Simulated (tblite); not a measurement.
## C4H5F4N: saddle-point search

- system: C4H5F4N, SMILES C=N[C@@H](CF)C(F)(F)F
- method: GFN2-xTB saddle search (eigenvector following) and harmonic vibrations, gas phase (tblite 0.8.0)

The run did not end well.

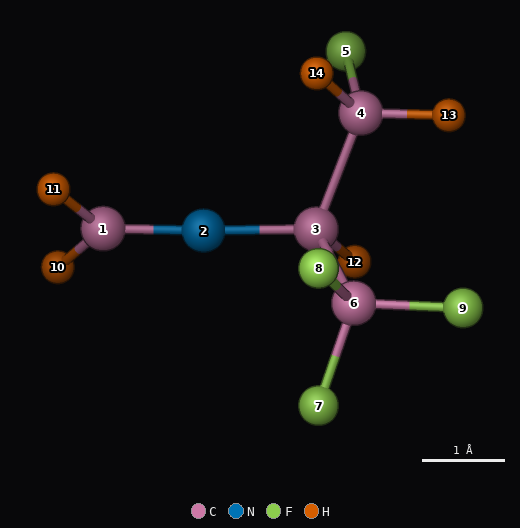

**Figure 1.** The starting structure (ball-and-stick view, seen at a tilt; atoms are numbered from 1 in the order of the input).

Outcome:

| quantity | value |
| --- | --- |
| outcome | not converged |
| total energy | −896.3744 eV |
| point group | C1 |
| hardware | 1 CPU thread, shared host |
| wall time | 6.4 s |
| peak memory | 0.2 GiB |

Diagnosis:

The run did not converge. At least one of its steps failed, so the values that rest on that step are not results.

Input:
```
{"job": {"xc": "GFN2-xTB", "basis": "xTB", "kind": "saddle"}, "charge": 0, "multiplicity": 1}
C      2.020504    -0.213914     1.079241
N      1.041247    -0.183713     0.333224
C     -0.058518    -0.211512    -0.497942
C     -1.249633    -0.944789     0.156484
F     -0.993034    -2.284764     0.183396
C     -0.474314     1.240593    -0.775108
F      0.506832     1.939904    -1.349081
F     -0.821980     1.893090     0.338739
F     -1.528127     1.301161    -1.602210
H      3.013308    -0.528289     0.729867
H      1.955512     0.089045     2.132153
H      0.137479    -0.679618    -1.488529
H     -2.162865    -0.803236    -0.430611
H     -1.386409    -0.613956     1.190378
```

The first line tells a small driver script what to run in tblite; the rest is the geometry in Å.

Launched with:
```bash
OMP_NUM_THREADS=1 python <driver script> task.json out
```

The program's output:
```
step      E/eV     max force
  0    -895.41204   0.1878
  1    -895.41956   0.3199
  2    -895.41723   0.2893
  3    -895.43678   0.5345
  4    -895.42338   0.3853
  5    -895.43159   0.4825
  6    -895.44161   0.5729
  7    -895.45303   0.6529
  8    -895.46550   0.7200
  9    -895.47823   0.7753
 10    -895.48899   0.8140
 11    -895.50269   0.8389
 12    -895.51728   0.8561
 13    -895.53144   0.8637
 14    -895.54673   0.8639
 15    -895.56863   0.8516
 16    -895.59926   0.7931
 17    -895.63924   0.6982
 18    -895.70831   0.5402
 19    -895.79961   0.4777
 20    -895.93363   0.5634
 21    -896.02902   0.4126
 22    -896.11224   0.4664
 23    -896.18874   0.4668
 24    -896.25184   0.4543
 25    -896.31911   0.6441
 26    -896.37177   0.3300
 27    -896.39519   0.3110
 28    -896.40275   0.1466
 29    -896.40298   0.3226
 30    -896.40418   0.1591
 31    -896.40671   0.0683
 32    -896.40782   0.0931
 33    -896.40788   0.0379
 34    -896.40654   0.1914
 35    -896.40830   0.0289
 36    -896.40877   0.0264
 37    -896.40855   0.1085
 38    -896.40884   0.0169
 39    -896.40872   0.0365
 40    -896.40831   0.0166
 41    -896.40752   0.0124
 42    -896.40587   0.0380
 43    -896.40707   0.0154
 44    -896.40642   0.0162
 45    -896.40568   0.0163
 46    -896.40489   0.0191
 47    -896.40397   0.0217
 48    -896.40296   0.0224
 49    -896.40198   0.0303
 50    -896.40120   0.0245
 51    -896.39983   0.0304
 52    -896.39798   0.0382
 53    -896.39810   0.0346
 54    -896.39730   0.0869
 55    -896.39798   0.0298
 56    -896.39652   0.0305
 57    -896.39488   0.0333
 58    -896.39319   0.0378
 59    -896.39140   0.0366
 60    -896.39034   0.0509
 61    -896.38774   0.0394
 62    -896.38370   0.0544
 63    -896.37964   0.0532
 64    -896.37905   0.0833
 65    -896.37895   0.2234
 66    -896.37865   0.0444
 67    -896.37714   0.0671
 68    -896.37457   0.0596
 69    -896.36920   0.1559
 70    -896.37442   0.0477
lowest wavenumbers (cm-1): 34.6 56.7 89.9 160.2 207.6 277.4
```

Trajectory as extended XYZ (Å, eV, eV/Å), 12 frames, from step=0 to step=70:
```
14
Properties=species:S:1:pos:R:3:forces:R:3 step=0 energy=-895.41204
C     2.0205   -0.2139    1.0792    0.0630  -0.0090  -0.0680
N     1.0412   -0.1837    0.3332   -0.1130   0.0170   0.1490
C    -0.0585   -0.2115   -0.4979    0.0560  -0.0110  -0.0700
C    -1.2496   -0.9448    0.1565    0.0000  -0.0010  -0.0010
F    -0.9930   -2.2848    0.1834   -0.0060  -0.0040   0.0040
C    -0.4743    1.2406   -0.7751    0.0030   0.0020   0.0000
F     0.5068    1.9399   -1.3491   -0.0050   0.0090  -0.0070
F    -0.8220    1.8931    0.3387   -0.0070  -0.0030   0.0010
F    -1.5281    1.3012   -1.6022    0.0060   0.0020   0.0010
H     3.0133   -0.5283    0.7299   -0.0070   0.0020   0.0030
H     1.9555    0.0890    2.1322    0.0100   0.0000  -0.0090
H     0.1375   -0.6796   -1.4885    0.0040  -0.0040  -0.0070
H    -2.1629   -0.8032   -0.4306    0.0010   0.0060   0.0030
H    -1.3864   -0.6140    1.1904   -0.0050  -0.0040   0.0000
14
Properties=species:S:1:pos:R:3:forces:R:3 step=6 energy=-895.44161
C     2.0253   -0.2069    1.0702    0.0150  -0.0180  -0.0570
N     1.0024   -0.1720    0.3833   -0.3080   0.2080   0.4360
C    -0.0510   -0.2218   -0.5070    0.0430  -0.0180  -0.0230
C    -1.2487   -0.9482    0.1495    0.0080  -0.0090  -0.0380
F    -1.0121   -2.2916    0.1626   -0.0010  -0.0090  -0.0120
C    -0.4707    1.2345   -0.7734    0.0050  -0.0140  -0.0160
F     0.5107    1.9418   -1.3380    0.0030  -0.0020  -0.0110
F    -0.8225    1.8759    0.3455    0.0000  -0.0210  -0.0180
F    -1.5224    1.3029   -1.6022    0.0040  -0.0080  -0.0140
H     3.0100   -0.5508    0.7300   -0.0290  -0.0580  -0.1440
H     1.9714    0.1365    2.1113    0.1390  -0.0270  -0.0440
H     0.1451   -0.6879   -1.4971    0.1010  -0.0210   0.0010
H    -2.1670   -0.7864   -0.4237    0.0020  -0.0070  -0.0230
H    -1.3706   -0.6259    1.1889    0.0160   0.0050  -0.0370
14
Properties=species:S:1:pos:R:3:forces:R:3 step=12 energy=-895.51728
C     2.0195   -0.1989    1.0657   -0.0200  -0.0200  -0.0780
N     0.9492   -0.1439    0.4503   -0.4400   0.3340   0.6540
C    -0.0440   -0.2320   -0.5152    0.0610  -0.0100   0.0230
C    -1.2483   -0.9553    0.1357    0.0090  -0.0160  -0.0590
F    -1.0232   -2.3005    0.1435    0.0050  -0.0140  -0.0290
C    -0.4637    1.2279   -0.7734    0.0040  -0.0200  -0.0250
F     0.5095    1.9278   -1.3624    0.0020  -0.0090  -0.0170
F    -0.7772    1.8679    0.3571   -0.0180  -0.0150  -0.0460
F    -1.5374    1.3132   -1.5718    0.0170  -0.0280  -0.0300
H     2.9991   -0.5538    0.7225   -0.1110  -0.0950  -0.2860
H     1.9810    0.1619    2.1002    0.2570  -0.0690  -0.0680
H     0.1643   -0.6963   -1.5027    0.2130  -0.0240   0.0700
H    -2.1706   -0.7830   -0.4272    0.0100  -0.0130  -0.0500
H    -1.3581   -0.6351    1.1777    0.0080   0.0000  -0.0590
14
Properties=species:S:1:pos:R:3:forces:R:3 step=19 energy=-895.79961
C     1.9821   -0.1750    1.0580   -0.3700   0.0550  -0.0440
N     0.8175   -0.0580    0.6232    0.2500   0.0860   0.3930
C    -0.0300   -0.2450   -0.5010   -0.0020   0.0860   0.2770
C    -1.2530   -0.9776    0.0933   -0.0170  -0.0050  -0.0410
F    -1.0340   -2.3236    0.1142    0.0340   0.0020  -0.0620
C    -0.4498    1.2151   -0.7663   -0.0020   0.0050  -0.0240
F     0.5009    1.8878   -1.4239   -0.0100  -0.0190  -0.0210
F    -0.6641    1.8605    0.3837   -0.1310   0.1410  -0.1240
F    -1.5753    1.3412   -1.4820    0.0380  -0.0980  -0.0970
H     2.9048   -0.5902    0.6335   -0.3330  -0.0190  -0.3420
H     2.0541    0.2245    2.0721    0.3540  -0.2070  -0.1180
H     0.2799   -0.7139   -1.4579    0.2680   0.0590   0.3230
H    -2.1689   -0.8026   -0.4781    0.0360  -0.0250  -0.0850
H    -1.3641   -0.6432    1.1311   -0.1140  -0.0620  -0.0340
14
Properties=species:S:1:pos:R:3:forces:R:3 step=25 energy=-896.31911
C     1.9755   -0.2457    1.0134   -0.2770   0.0770  -0.0040
N     0.7768    0.0908    0.8445    0.6070  -0.1230   0.1770
C    -0.0062   -0.1461   -0.3292   -0.0960   0.0580   0.0340
C    -1.2469   -0.9505    0.0937   -0.0470   0.0370   0.0180
F    -0.9080   -2.2519    0.3154    0.0420  -0.0370  -0.0110
C    -0.4967    1.2480   -0.7462   -0.1400   0.1270  -0.0090
F     0.4724    1.9667   -1.3245   -0.0870  -0.0490   0.0460
F    -0.9341    1.9445    0.3132    0.0230  -0.0790  -0.3270
F    -1.5206    1.2051   -1.6266    0.2910   0.0020   0.1680
H     2.6252   -0.7865    0.3025   -0.3340   0.1980   0.1270
H     2.4033    0.0326    1.9777   -0.0400  -0.1720  -0.3370
H     0.5074   -0.6269   -1.1840   -0.0090   0.0590   0.1310
H    -2.0190   -0.9428   -0.6853    0.0820  -0.0140   0.0470
H    -1.6292   -0.5373    1.0353   -0.0140  -0.0860  -0.0600
14
Properties=species:S:1:pos:R:3:forces:R:3 step=31 energy=-896.40671
C     1.9705   -0.2246    0.9602    0.0130  -0.0030   0.0030
N     0.7610    0.0924    0.9465   -0.0110   0.0050   0.0070
C    -0.0372   -0.1248   -0.2262   -0.0050   0.0040  -0.0010
C    -1.2755   -0.9497    0.1449   -0.0030  -0.0090   0.0050
F    -0.9148   -2.2593    0.2948   -0.0060   0.0210  -0.0010
C    -0.4754    1.2477   -0.7406   -0.0240   0.0330  -0.0070
F     0.5737    1.9792   -1.1362   -0.0450  -0.0130   0.0190
F    -1.1335    1.9599    0.1765    0.0170  -0.0300  -0.0590
F    -1.2900    1.1421   -1.8048    0.0480   0.0080   0.0460
H     2.5022   -0.6738    0.1168    0.0030  -0.0080  -0.0060
H     2.5266   -0.0455    1.8670    0.0000  -0.0030  -0.0040
H     0.5077   -0.6243   -1.0493    0.0000   0.0010  -0.0050
H    -2.0285   -0.9120   -0.6489    0.0050  -0.0010   0.0110
H    -1.6868   -0.6074    1.0992    0.0080  -0.0040  -0.0080
14
Properties=species:S:1:pos:R:3:forces:R:3 step=38 energy=-896.40884
C     1.9783   -0.2412    0.9495   -0.0120   0.0010  -0.0030
N     0.7772    0.1083    0.9394    0.0160  -0.0050  -0.0020
C    -0.0335   -0.1149   -0.2233   -0.0010   0.0010   0.0000
C    -1.2693   -0.9361    0.1655   -0.0010  -0.0020  -0.0010
F    -0.9176   -2.2504    0.2870    0.0010   0.0040   0.0020
C    -0.4843    1.2490   -0.7491   -0.0010   0.0020   0.0010
F     0.5558    2.0340   -1.0476   -0.0030  -0.0020  -0.0020
F    -1.2483    1.9154    0.1181    0.0050   0.0000   0.0000
F    -1.2034    1.1227   -1.8763   -0.0020   0.0010   0.0030
H     2.4900   -0.7214    0.1102   -0.0050   0.0030   0.0060
H     2.5473   -0.0609    1.8479   -0.0010  -0.0010   0.0000
H     0.5029   -0.6215   -1.0479    0.0000   0.0010   0.0000
H    -2.0418   -0.8787   -0.6079    0.0030  -0.0030   0.0000
H    -1.6533   -0.6042    1.1344   -0.0010   0.0000  -0.0030
14
Properties=species:S:1:pos:R:3:forces:R:3 step=44 energy=-896.40642
C     1.9783   -0.2607    0.9496    0.0000   0.0010   0.0010
N     0.7914    0.1333    0.9284   -0.0020  -0.0020   0.0010
C    -0.0282   -0.1001   -0.2258   -0.0010   0.0000  -0.0010
C    -1.2559   -0.9263    0.1799    0.0000   0.0000  -0.0030
F    -0.9040   -2.2427    0.2701    0.0030  -0.0020   0.0050
C    -0.4956    1.2549   -0.7605   -0.0010   0.0040   0.0000
F     0.5289    2.0768   -1.0061   -0.0040  -0.0080  -0.0080
F    -1.3213    1.8886    0.0752    0.0160   0.0020   0.0020
F    -1.1590    1.1127   -1.9199   -0.0060   0.0040   0.0130
H     2.4701   -0.7850    0.1251    0.0010   0.0040   0.0000
H     2.5548   -0.0759    1.8423   -0.0020   0.0000   0.0020
H     0.5030   -0.6116   -1.0506    0.0010   0.0010  -0.0010
H    -2.0482   -0.8537   -0.5715    0.0020  -0.0060  -0.0080
H    -1.6143   -0.6101    1.1637   -0.0060   0.0030  -0.0040
14
Properties=species:S:1:pos:R:3:forces:R:3 step=50 energy=-896.40120
C     1.9838   -0.2625    0.9411   -0.0010   0.0010   0.0020
N     0.7983    0.1365    0.9262   -0.0030  -0.0020   0.0010
C    -0.0288   -0.0999   -0.2220   -0.0010  -0.0010  -0.0010
C    -1.2573   -0.9198    0.1945   -0.0030  -0.0040  -0.0040
F    -0.9196   -2.2418    0.2530    0.0010   0.0040   0.0070
C    -0.4961    1.2519   -0.7661   -0.0010   0.0040   0.0010
F     0.5188    2.1014   -0.9464   -0.0010  -0.0100  -0.0150
F    -1.3826    1.8566    0.0289    0.0220   0.0060   0.0090
F    -1.0919    1.1068   -1.9614   -0.0150   0.0030   0.0180
H     2.4671   -0.7933    0.1157    0.0020   0.0050   0.0010
H     2.5677   -0.0760    1.8285   -0.0030   0.0010   0.0030
H     0.4966   -0.6191   -1.0458    0.0010   0.0010  -0.0010
H    -2.0654   -0.8235   -0.5375    0.0080  -0.0100  -0.0080
H    -1.5906   -0.6174    1.1915   -0.0080   0.0010  -0.0120
14
Properties=species:S:1:pos:R:3:forces:R:3 step=57 energy=-896.39488
C     1.9959   -0.2513    0.9161    0.0000   0.0010   0.0050
N     0.7982    0.1091    0.9328   -0.0050   0.0010   0.0010
C    -0.0363   -0.1152   -0.2128    0.0000   0.0000  -0.0020
C    -1.2756   -0.9172    0.2048    0.0000  -0.0030  -0.0060
F    -0.9500   -2.2404    0.2944    0.0040   0.0010   0.0000
C    -0.4859    1.2433   -0.7579   -0.0020   0.0060  -0.0010
F     0.5262    2.1091   -0.8570   -0.0020  -0.0140  -0.0260
F    -1.4289    1.8218   -0.0089    0.0290   0.0090   0.0120
F    -1.0038    1.1152   -1.9906   -0.0240   0.0020   0.0230
H     2.4811   -0.7409    0.0666    0.0020   0.0010   0.0050
H     2.5900   -0.0722    1.7982   -0.0050   0.0010   0.0070
H     0.4818   -0.6403   -1.0376    0.0030   0.0030  -0.0010
H    -2.0736   -0.8292   -0.5392    0.0060  -0.0070  -0.0080
H    -1.6190   -0.5919    1.1911   -0.0050  -0.0010  -0.0090
14
Properties=species:S:1:pos:R:3:forces:R:3 step=63 energy=-896.37964
C     2.0050   -0.2634    0.8873    0.0050   0.0000   0.0100
N     0.8083    0.0981    0.9271   -0.0130   0.0070   0.0020
C    -0.0415   -0.1159   -0.2095    0.0020  -0.0010   0.0000
C    -1.2810   -0.9100    0.2222   -0.0120  -0.0240   0.0000
F    -0.9449   -2.2260    0.3742   -0.0100   0.0430  -0.0150
C    -0.4864    1.2467   -0.7532   -0.0050   0.0200  -0.0030
F     0.4982    2.1490   -0.7354   -0.0190  -0.0320  -0.0380
F    -1.5139    1.7726   -0.0776    0.0520   0.0070   0.0050
F    -0.8871    1.1402   -2.0310   -0.0330   0.0040   0.0390
H     2.4747   -0.7449    0.0244    0.0040  -0.0030   0.0080
H     2.6148   -0.0940    1.7604   -0.0080   0.0030   0.0090
H     0.4651   -0.6459   -1.0384    0.0060   0.0040  -0.0010
H    -2.0672   -0.8609   -0.5391    0.0240  -0.0070   0.0160
H    -1.6440   -0.5457    1.1885    0.0070  -0.0210  -0.0320
14
Properties=species:S:1:pos:R:3:forces:R:3 step=70 energy=-896.37442
C     2.0159   -0.1844    0.8722   -0.0200   0.0020   0.0050
N     0.7851    0.0248    0.9593    0.0190  -0.0050   0.0000
C    -0.0576   -0.1720   -0.1872    0.0020   0.0030  -0.0020
C    -1.3307   -0.9211    0.2253    0.0000  -0.0090  -0.0080
F    -1.0765   -2.2625    0.2702    0.0080   0.0190  -0.0020
C    -0.4418    1.2044   -0.7443   -0.0030   0.0030   0.0030
F     0.5790    2.0654   -0.7188    0.0070  -0.0070  -0.0400
F    -1.4529    1.7748   -0.0825    0.0230   0.0160   0.0280
F    -0.8304    1.1100   -2.0253   -0.0470  -0.0040   0.0070
H     2.5218   -0.5299   -0.0346   -0.0050  -0.0090   0.0180
H     2.6210   -0.0143    1.7485   -0.0080  -0.0030   0.0120
H     0.4439   -0.7185   -1.0076    0.0070   0.0090  -0.0020
H    -2.1355   -0.7688   -0.5015    0.0180  -0.0110  -0.0020
H    -1.6413   -0.6079    1.2264   -0.0020  -0.0040  -0.0170
```
